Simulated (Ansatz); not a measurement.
# BLYP/aug-cc-pVDZ run of C2H2F2 (vinylidene fluoride)

Aim: the vertical ionisation energy of C2H2F2 (vinylidene fluoride) at BLYP/aug-cc-pVDZ, from 2 runs. 

The results are computed with Ansatz 0.2.0.

47 further runs of the same task are left out: 47 set aside as unsound or not needed.

### Step 1. The structure to begin with

C2H2F2 has 6 atoms, charge 0, and is taken as a singlet. SMILES: `C=C(F)F`. The shape is that of a PBE0-D4/def2-TZVP optimisation.

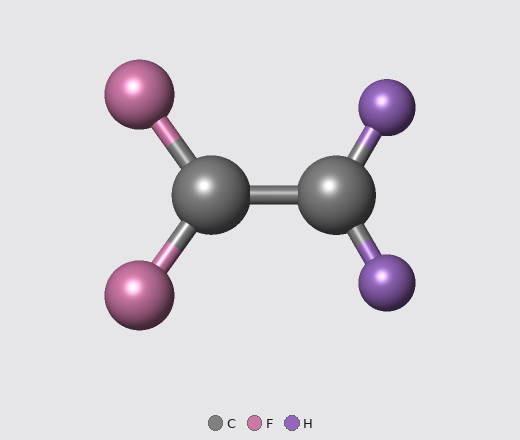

The structure, seen from a chosen angle (carbon grey, fluorine pink, hydrogen purple).

### Step 2. The energy at BLYP/aug-cc-pVDZ

in.yaml

```yaml
crystal:
  periodic: [false, false, false]
  atoms:
    - symbol: C
      position_ang: [-0.115900, 0.471000, -0.544400]
    - symbol: C
      position_ang: [0.105000, -0.394600, 0.420100]
    - symbol: F
      position_ang: [-0.454900, -0.363600, 1.607600]
    - symbol: F
      position_ang: [0.919200, -1.422100, 0.343000]
    - symbol: H
      position_ang: [0.394200, 0.360600, -1.488400]
    - symbol: H
      position_ang: [-0.805600, 1.284800, -0.384200]
basis:
  gaussian:
    orbitals: aug-cc-pVDZ
hamiltonian:
  xc: {name: BLYP}
accuracy: high
output: {orbitals: {seedname: orbitals}}
```

Run with:

```console
$ ansatz run in.yaml --threads 1 --pin off --max-ram 3480MiB --events-out events.jsonl --progress --plain --runs-dir runs
```

The log of the run:

```text
Warning: RAYON_NUM_THREADS=1 ignored (pool sized by the plan → 1); use --threads N
Functional definition: BLYP
  name "BLYP"
  parameter beta = 0.0042
  parameter a = 0.04918
  parameter b = 0.132
  parameter c = 0.2533
  parameter d = 0.349
  exchange = b88_x(beta = beta)
  correlation = lyp_c(a = a, b = b, c = c, d = d)
2192 factors; integrals over basis functions are off by at most 3.1e-9 eV
mean field evaluation 1: about -7529.8472 eV, gradient 6.2e1 eV
mean field evaluation 2: about -7516.3114 eV, gradient 8.4e1 eV
mean field evaluation 4: about -7538.9636 eV, gradient 6.5e0 eV
mean field evaluation 8: about -7539.0478 eV, gradient 6.0e-1 eV
mean field evaluation 16: about -7539.0485 eV, gradient 1.7e-5 eV
mean field -7539.04848640 eV, -277.0549217247 hartree, gradient 5.4e-8 eV, S^2 0.000000; 0 other end points of the search recorded, 0 dependent functions left out
reference -7539.04854423 eV, -277.0549238500 hartree; 16, 16 occupied and 94, 94 virtual orbitals, 2192 factors
Total energy: -7539.04854423 eV, -277.0549238500 hartree
```

Run time: 7.5 s. Hardware: 1 thread of Arm Neoverse V1, shared host; peak memory 0.29 GiB.

### Step 3. The doublet cation at the same level

job.yaml

```yaml
basis:
  gaussian: {orbitals: aug-cc-pVDZ}
crystal:
  periodic: [false, false, false]
  atoms:
    - {symbol: C, position_ang: [-0.115900, 0.471000, -0.544400]}
    - {symbol: C, position_ang: [0.105000, -0.394600, 0.420100]}
    - {symbol: F, position_ang: [-0.454900, -0.363600, 1.607600]}
    - {symbol: F, position_ang: [0.919200, -1.422100, 0.343000]}
    - {symbol: H, position_ang: [0.394200, 0.360600, -1.488400]}
    - {symbol: H, position_ang: [-0.805600, 1.284800, -0.384200]}
accuracy: high
total_charge: 1
output: {orbitals: {seedname: orbitals}}
hamiltonian: {xc: {name: BLYP}}
magnetization: {spin_polarized: true, initial_magnetization: 1}
```

Run with:

```console
$ ansatz run job.yaml --threads 1 --pin off --max-ram 3480MiB --events-out events.jsonl --progress --plain --runs-dir runs
```

The log of the run (excerpt; [...] marks lines left out):

```text
Warning: RAYON_NUM_THREADS=1 ignored (pool sized by the plan → 1); use --threads N
[... 9 set-up lines as earlier in the session ...]
2192 factors; integrals over basis functions are off by at most 3.1e-9 eV
mean field evaluation 1: about -7520.6076 eV, gradient 4.8e1 eV
mean field evaluation 2: about -7512.1702 eV, gradient 7.3e1 eV
mean field evaluation 4: about -7528.8032 eV, gradient 2.1e0 eV
mean field evaluation 8: about -7528.8241 eV, gradient 2.2e-2 eV
mean field evaluation 16: about -7528.8241 eV, gradient 7.9e-6 eV
mean field -7528.82413192 eV, -276.6791836278 hartree, gradient 1.6e-8 eV, S^2 0.751468; 0 other end points of the search recorded, 0 dependent functions left out
reference -7528.82419423 eV, -276.6791859176 hartree; 16, 15 occupied and 94, 95 virtual orbitals, 2192 factors
Total energy: -7528.82419423 eV, -276.6791859176 hartree
```

Wall time 12 s (1 thread of Arm Neoverse V1, shared host); peak memory 0.34 GiB.

### Step 4. Summary of results

Level: BLYP/aug-cc-pVDZ.

| quantity | value |
| --- | --- |
| singlet C2H2F2: total energy | -277.05492 Eh |
| singlet C2H2F2: HOMO energy | -6.37 eV |
| singlet C2H2F2: LUMO energy | -0.64 eV |
| singlet C2H2F2: HOMO–LUMO gap | 5.73 eV |
| doublet cation: total energy | -276.67919 Eh |
| doublet cation: HOMO energy (highest over α and β) | -15.45 eV |
| doublet cation: LUMO energy (lowest over α and β) | -14.10 eV |
| doublet cation: ⟨S²⟩ | 0.751 |
| vertical ionisation energy (to the doublet cation) | 10.224 eV |

**Reading.** Removing an electron at fixed nuclei costs 10.22 eV (236 kcal/mol). The negative HOMO energy of the first species, 6.37 eV, lies 3.86 eV below that difference.
